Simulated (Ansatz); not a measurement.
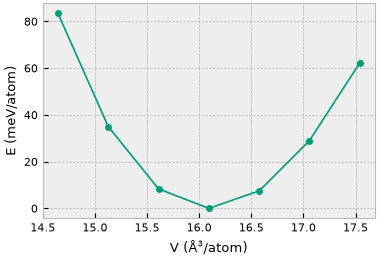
Figure. TaSi in space group P-6m2 (No. 187; Ta on 1a, Si on 1f) under volume change, DFT-PBE in the program Ansatz with PAW potentials, shape and atoms relaxed at each volume.

Task: What does a third-order Birch–Murnaghan fit give for V₀, B₀ and B′?

Result: V₀ = 16.09 Å³/atom, B₀ = 176 GPa, B′ = 4.1.

The cell is a constructed one: a structure type filled with these elements; neither database checked (COD, Materials Project) lists it. Whether it is the stable phase at ambient conditions was not checked. The PBE relaxation kept the symmetry of its start; whether a distortion lowers the energy is not shown. The run is not spin-polarised. Scalar-relativistic: spin–orbit coupling is off unless named, which matters more the heavier the elements.

Potentials: the later of the program's two PAW sets.
